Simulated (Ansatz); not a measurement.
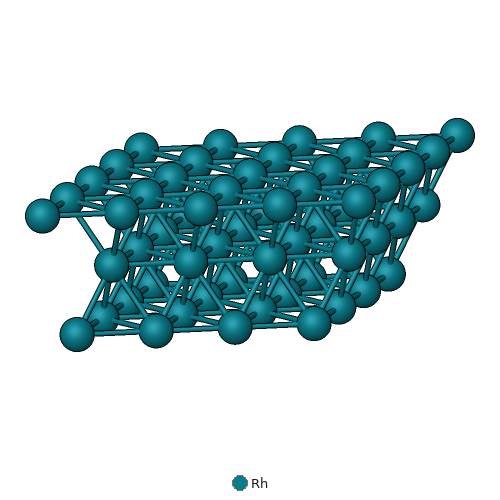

The system is H₂ on a Rh(111) slab cut from the Fm-3m phase, its upper half relaxed before the scan (12 atoms of substrate and one adsorbate in a 2 × 2 cell); the picture shows it without the atoms that are moved over the map. H2 lies flat over one site of a rigid substrate while its bond length and height are varied; it sits over a bridge site, heights counted from the top plane, its axis along a direction equivalent to the long diagonal of the hexagonal surface cell. The first coordinate is: distance H13-H14; the second: height of the H2 axis above the plane of Rh9. Grid: 8 × 9 points. At 17 points there is no value (left out: too close to the surface, or the stretched molecule far from it). Points are written as (first, second). Energies are in eV, from the lowest grid point. The calculation used Ansatz, DFT PBE, scalar-relativistic, plane waves, PAW. Settings: cutoff 420 eV, k-mesh 6×6×1, gaussian smearing 0.1 eV, no spin polarisation.

Range: distance H13-H14 from 0.650 to 2.650 Å; height of the H2 axis above the plane of Rh9 from 0.45 to 3.60 Å.

What will the energy surface look like?

Answer. The lowest grid point is at (1.849 Å, 1.09 Å). No other kind of well shows on this grid. The highest grid point, (0.650 Å, 0.45 Å), lies 4.72 eV above the lowest. On the interpolated surface the lowest path from the intact molecule far from the surface, (0.750 Å, 3.60 Å), to the well of the stretched molecule, about (1.88 Å, 1.02 Å), has its top at about (0.81 Å, 1.83 Å), about 0.23 eV above the start and 0.84 eV above the end.

```csv
"second ↓, first →",0.650,0.750,0.919,1.181,1.495,1.849,2.235,2.650
3.60,0.79,0.57,0.92,2.05,–,–,–,–
3.00,0.83,0.61,0.95,2.05,–,–,–,–
2.60,0.90,0.67,0.98,2.02,–,–,–,–
2.05,1.10,0.80,0.99,1.74,2.47,–,–,–
1.73,1.23,0.85,0.86,1.29,1.65,1.71,1.57,1.34
1.41,1.38,0.87,0.64,0.70,0.74,0.64,0.47,0.32
1.09,1.77,1.11,0.63,0.35,0.15,0.00,0.03,0.44
0.77,2.86,2.06,1.31,0.69,0.28,0.21,0.85,–
0.45,4.72,3.77,2.77,1.81,1.19,1.29,2.97,–
```

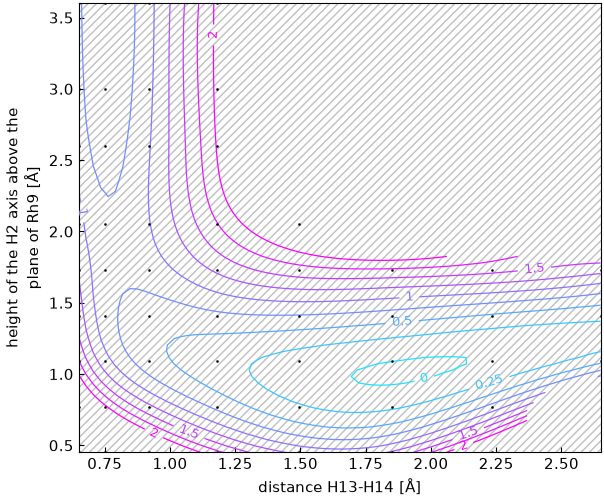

Drawn: contour lines labelled in eV (none above 2), dots at the grid points, hatched blanks where no value was computed. Between grid points the surface is interpolated.

Each point was launched as `ansatz run input.yaml --threads 4 --pin off --max-ram 12288MiB --backend cpu --events-out ev --progress --plain --runs-dir out`. Time for the 55 points that were run: 43 min on 4 threads of Arm Neoverse N1 (shared host).

PAW datasets: the set soft_1.
